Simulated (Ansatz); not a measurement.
## CH6BClOSi: geometry relaxation (part 1 of 2)

System: CH6BClOSi.
Method: RKS PBE0-D4/def2-TZVP (Ansatz 0.2.0).

The geometry: PBE-D4/def2-SVP start. Figures and captions count atoms from 1; the log counts them from 0 in places.

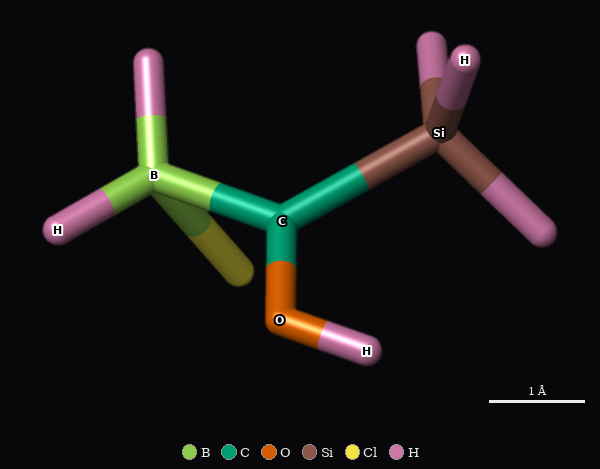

*The input geometry (stick view, seen at a tilt).*

Bond lengths as drawn: B–C 1.58 Å, B–Cl 2.00 Å, B–H 1.22 Å, C–O 1.32 Å, C–Si 1.92 Å, H–O 0.98 Å and H–Si 1.49 to 1.51 Å.

Input
```yaml
crystal:
  periodic: [false, false, false]
  atoms:
    - {symbol: B, position_ang: [-0.656689, 1.544209, 0.028731]}
    - {symbol: C, position_ang: [-0.396134, 0.021091, 0.354416]}
    - {symbol: O, position_ang: [-1.288150, -0.648176, 1.068171]}
    - {symbol: Si, position_ang: [1.204348, -0.874240, -0.218786]}
    - {symbol: Cl, position_ang: [-1.165208, 0.623797, -1.673384]}
    - {symbol: H, position_ang: [-1.639688, 2.046539, 0.539351]}
    - {symbol: H, position_ang: [0.329329, 2.229724, -0.181628]}
    - {symbol: H, position_ang: [-1.118742, -1.615950, 1.041480]}
    - {symbol: H, position_ang: [2.063838, -1.014124, 1.011996]}
    - {symbol: H, position_ang: [1.916985, -0.108549, -1.282980]}
    - {symbol: H, position_ang: [0.815611, -2.261520, -0.666966]}
basis:
  gaussian: {orbitals: def2-TZVP}
hamiltonian: {xc: pbe0, dispersion: d4}
relax: {f_tol: 0.005, max_steps: 150}
```

Command:
```bash
ansatz run in.yaml --threads 4 --pin off --events-out ev --progress --plain --max-ram 10444MiB
```

The program's output
```
Functional definition: PBE0
  name "PBE0"
  cite "Adamo & Barone, J. Chem. Phys. 110, 6158 (1999) doi:10.1063/1.478522"
  cite "Perdew, Burke & Ernzerhof, Phys. Rev. Lett. 77, 3865 (1996) doi:10.1103/PhysRevLett.77.3865"
  parent pbe
  parameter a = 0.25
  parameter kappa = 0.804
  parameter beta = 0.06672455060314922
  exchange = (1 - a)*pbe_x(kappa = kappa, mu = beta*pi^2/3) + a*exact_x
  correlation = pbe_c(beta = beta)
1300 factors; their error is unknown
mean field evaluation 1: about -24243.1930 eV, gradient 4.5e1 eV
mean field evaluation 2: about -24238.5898 eV, gradient 6.4e1 eV
mean field evaluation 4: about -24247.6250 eV, gradient 4.0e0 eV
mean field evaluation 8: about -24247.7335 eV, gradient 3.3e-1 eV
mean field evaluation 16: about -24247.7336 eV, gradient 2.7e-5 eV
mean field -24247.73361461 eV, -891.0877746329 hartree, gradient 2.7e-5 eV, S^2 0.000000; 0 other end points of the search recorded, 0 dependent functions left out
the calculation of the forces begins
reference -24247.73365030 eV, -891.0877759442 hartree; 28, 28 occupied and 175, 175 virtual orbitals, 1300 factors
relax step   1: F+E_penalty+E_count = -24247.96722909 eV  Δ(F+E_penalty+E_count) = +0.000e0 eV  max|allowed force component| = 6.782e-1 eV/Å  Δτ_max = 0.0000 Å  (29 SCF iters, accepted)
these checks for a lower state are left out or cut short: starts, cluster_reference, orbital_swaps, neighbouring_geometries, increment
1300 factors; their error is unknown
mean field -24247.77105654 eV, -891.0891505984 hartree, gradient 2.6e-5 eV, S^2 0.000000; 0 other end points of the search recorded, 0 dependent functions left out
the calculation of the forces begins
reference -24247.77109203 eV, -891.0891519026 hartree; 28, 28 occupied and 175, 175 virtual orbitals, 1300 factors
relax step   2: F+E_penalty+E_count = -24248.00594766 eV  Δ(F+E_penalty+E_count) = -3.872e-2 eV  max|allowed force component| = 2.206e-1 eV/Å  Δτ_max = 0.0414 Å  (32 SCF iters, accepted)
these checks for a lower state are left out or cut short: starts, cluster_reference, orbital_swaps, neighbouring_geometries, increment
1300 factors; their error is unknown
mean field -24247.77695678 eV, -891.0893674283 hartree, gradient 2.6e-5 eV, S^2 0.000000; 0 other end points of the search recorded, 0 dependent functions left out
the calculation of the forces begins
reference -24247.77699221 eV, -891.0893687300 hartree; 28, 28 occupied and 175, 175 virtual orbitals, 1300 factors
relax step   3: F+E_penalty+E_count = -24248.01186559 eV  Δ(F+E_penalty+E_count) = -5.918e-3 eV  max|allowed force component| = 1.194e-1 eV/Å  Δτ_max = 0.0187 Å  (33 SCF iters, accepted)
these checks for a lower state are left out or cut short: starts, cluster_reference, orbital_swaps, neighbouring_geometries, increment
1300 factors; their error is unknown
mean field evaluation 32: about -24247.7049 eV, gradient 8.0e-1 eV
mean field -24247.77844950 eV, -891.0894222845 hartree, gradient 2.5e-5 eV, S^2 0.000000; 0 other end points of the search recorded, 0 dependent functions left out
the calculation of the forces begins
reference -24247.77848492 eV, -891.0894235863 hartree; 28, 28 occupied and 175, 175 virtual orbitals, 1300 factors
relax step   4: F+E_penalty+E_count = -24248.01333853 eV  Δ(F+E_penalty+E_count) = -1.473e-3 eV  max|allowed force component| = 6.816e-2 eV/Å  Δτ_max = 0.0135 Å  (33 SCF iters, accepted)
these checks for a lower state are left out or cut short: starts, cluster_reference, orbital_swaps, neighbouring_geometries, increment
1300 factors; their error is unknown
mean field -24247.77812698 eV, -891.0894104322 hartree, gradient 2.5e-5 eV, S^2 0.000000; 0 other end points of the search recorded, 0 dependent functions left out
the calculation of the forces begins
reference -24247.77816239 eV, -891.0894117336 hartree; 28, 28 occupied and 175, 175 virtual orbitals, 1300 factors
relax step   5: F+E_penalty+E_count = -24248.01310399 eV  Δ(F+E_penalty+E_count) = +2.345e-4 eV  max|allowed force component| = 1.539e-1 eV/Å  Δτ_max = 0.0156 Å  (33 SCF iters, rejected (line search))
these checks for a lower state are left out or cut short: starts, cluster_reference, orbital_swaps, neighbouring_geometries, increment
1300 factors; their error is unknown
mean field -24247.77903133 eV, -891.0894436664 hartree, gradient 2.5e-5 eV, S^2 0.000000; 0 other end points of the search recorded, 0 dependent functions left out
the calculation of the forces begins
reference -24247.77906676 eV, -891.0894449684 hartree; 28, 28 occupied and 175, 175 virtual orbitals, 1300 factors
relax step   6: F+E_penalty+E_count = -24248.01384499 eV  Δ(F+E_penalty+E_count) = -5.065e-4 eV  max|allowed force component| = 2.527e-2 eV/Å  Δτ_max = 0.0076 Å  (34 SCF iters, accepted)
these checks for a lower state are left out or cut short: starts, cluster_reference, orbital_swaps, neighbouring_geometries, increment
1300 factors; their error is unknown
mean field -24247.77935232 eV, -891.0894554625 hartree, gradient 2.5e-5 eV, S^2 0.000000; 0 other end points of the search recorded, 0 dependent functions left out
the calculation of the forces begins
reference -24247.77938776 eV, -891.0894567651 hartree; 28, 28 occupied and 175, 175 virtual orbitals, 1300 factors
relax step   7: F+E_penalty+E_count = -24248.01396072 eV  Δ(F+E_penalty+E_count) = -1.157e-4 eV  max|allowed force component| = 9.783e-2 eV/Å  Δτ_max = 0.0196 Å  (33 SCF iters, accepted)
these checks for a lower state are left out or cut short: starts, cluster_reference, orbital_swaps, neighbouring_geometries, increment
1300 factors; their error is unknown
mean field evaluation 64: about -24247.7799 eV, gradient 4.9e-3 eV
mean field -24247.77985146 eV, -891.0894738057 hartree, gradient 2.5e-5 eV, S^2 0.000000; 0 other end points of the search recorded, 0 dependent functions left out
the calculation of the forces begins
reference -24247.77988691 eV, -891.0894751084 hartree; 28, 28 occupied and 175, 175 virtual orbitals, 1300 factors
relax step   8: F+E_penalty+E_count = -24248.01443728 eV  Δ(F+E_penalty+E_count) = -4.766e-4 eV  max|allowed force component| = 1.782e-2 eV/Å  Δτ_max = 0.0075 Å  (33 SCF iters, accepted)
these checks for a lower state are left out or cut short: starts, cluster_reference, orbital_swaps, neighbouring_geometries, increment
1300 factors; their error is unknown
mean field -24247.77989396 eV, -891.0894753675 hartree, gradient 2.5e-5 eV, S^2 0.000000; 0 other end points of the search recorded, 0 dependent functions left out
the calculation of the forces begins
reference -24247.77992940 eV, -891.0894766700 hartree; 28, 28 occupied and 175, 175 virtual orbitals, 1300 factors
relax step   9: F+E_penalty+E_count = -24248.01447273 eV  Δ(F+E_penalty+E_count) = -3.545e-5 eV  max|allowed force component| = 1.136e-2 eV/Å  Δτ_max = 0.0028 Å  (34 SCF iters, accepted)
these checks for a lower state are left out or cut short: starts, cluster_reference, orbital_swaps, neighbouring_geometries, increment
1300 factors; their error is unknown
mean field -24247.77991483 eV, -891.0894761344 hartree, gradient 2.5e-5 eV, S^2 0.000000; 0 other end points of the search recorded, 0 dependent functions left out
the calculation of the forces begins
reference -24247.77995027 eV, -891.0894774369 hartree; 28, 28 occupied and 175, 175 virtual orbitals, 1300 factors
relax step  10: F+E_penalty+E_count = -24248.01448618 eV  Δ(F+E_penalty+E_count) = -1.345e-5 eV  max|allowed force component| = 7.491e-3 eV/Å  Δτ_max = 0.0027 Å  (34 SCF iters, accepted)
these checks for a lower state are left out or cut short: starts, cluster_reference, orbital_swaps, neighbouring_geometries, increment
1300 factors; their error is unknown
mean field -24247.77993776 eV, -891.0894769771 hartree, gradient 2.5e-5 eV, S^2 0.000000; 0 other end points of the search recorded, 0 dependent functions left out
the calculation of the forces begins
reference -24247.77997320 eV, -891.0894782794 hartree; 28, 28 occupied and 175, 175 virtual orbitals, 1300 factors
relax step  11: F+E_penalty+E_count = -24248.01449526 eV  Δ(F+E_penalty+E_count) = -9.077e-6 eV  max|allowed force component| = 4.372e-3 eV/Å  Δτ_max = 0.0050 Å  (34 SCF iters, accepted)
1300 factors; their error is unknown
mean field evaluation 96: about -24247.7053 eV, gradient 1.3e0 eV
```

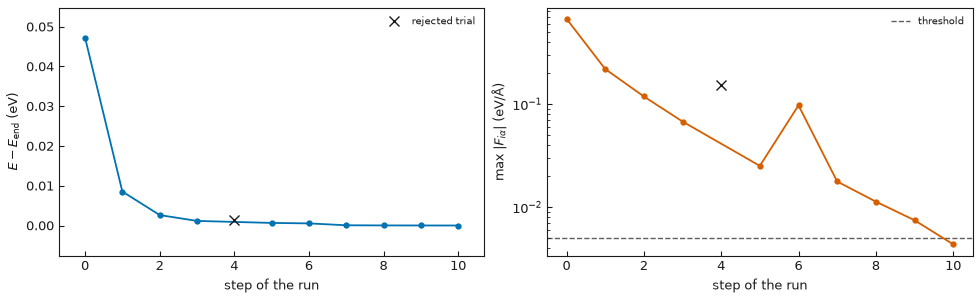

*Progress of the relaxation, step by step (the first geometry is step 0 here and step 1 in the log).*

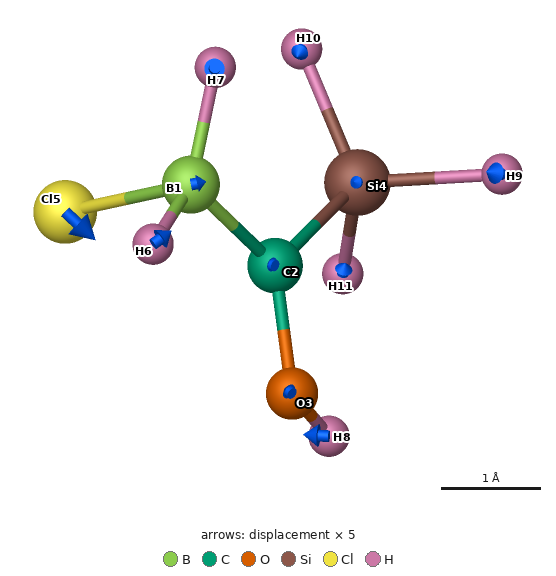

*The starting structure with the displacements as blue arrows, magnified 5 times (ball-and-stick view, seen at a tilt). The two geometries are laid on each other by the best rigid fit.*

Cl5 moves most after the best rigid fit: 0.085 Å. Largest moves by element: Cl 0.085 Å, H 0.054 Å, B 0.032 Å, O 0.025 Å, C 0.021 Å, Si 0.016 Å. Among the contacts that change: B1–H7 1.219 → 1.197 Å, B1–H6 1.216 → 1.195 Å, C2–Si4 1.921 → 1.900 Å, Si4–H11 1.509 → 1.489 Å. Among the angles that change: C2–B1–Cl5 76.9° → 73.7°. Over 10 geometry steps the energy falls by 0.047 eV. Largest force component: 0.68 eV/Å at the start, 0.0044 eV/Å at the end. The line search rejected the trial step at point 4 (counted from 0) and went back. (Atoms are counted from 1 in the order of the input.)

```
mean field -24247.77993776 eV, -891.0894769770 hartree, gradient 2.1e-5 eV, S^2 0.000000; 1 other end points of the search recorded, 0 dependent functions left out
the calculation of the forces begins
reference -24247.77997320 eV, -891.0894782794 hartree; 28, 28 occupied and 175, 175 virtual orbitals, 1300 factors
Total energy: -24248.01453070 eV, -891.0980981085 hartree
Atom 0 at    -0.632829     1.538413     0.049218 Å, force     0.001477    -0.002937    -0.000899 eV/Å
Atom 1 at    -0.396690     0.018274     0.333744 Å, force     0.004229     0.003085    -0.003014 eV/Å
Atom 2 at    -1.284703    -0.649387     1.043719 Å, force    -0.003143    -0.004371     0.002449 eV/Å
Atom 3 at     1.196318    -0.860171    -0.215962 Å, force    -0.001681     0.002929     0.002066 eV/Å
Atom 4 at    -1.167430     0.568235    -1.609313 Å, force    -0.000833     0.000186    -0.000172 eV/Å
Atom 5 at    -1.593182     2.042720     0.550225 Å, force     0.000107     0.000697    -0.000400 eV/Å
Atom 6 at     0.335277     2.194986    -0.206377 Å, force    -0.000125     0.000567     0.001110 eV/Å
Atom 7 at    -1.145991    -1.605266     0.995824 Å, force     0.000757     0.001255    -0.000470 eV/Å
Atom 8 at     2.036437    -0.975408     1.006804 Å, force     0.000041    -0.000029    -0.000663 eV/Å
Atom 9 at     1.890756    -0.096293    -1.268937 Å, force    -0.000323    -0.000718     0.000044 eV/Å
Atom 10 at     0.827537    -2.233301    -0.658544 Å, force    -0.000505    -0.000664    -0.000051 eV/Å
Dipole moment:     0.277691    -0.707848     0.205815 e Å
```
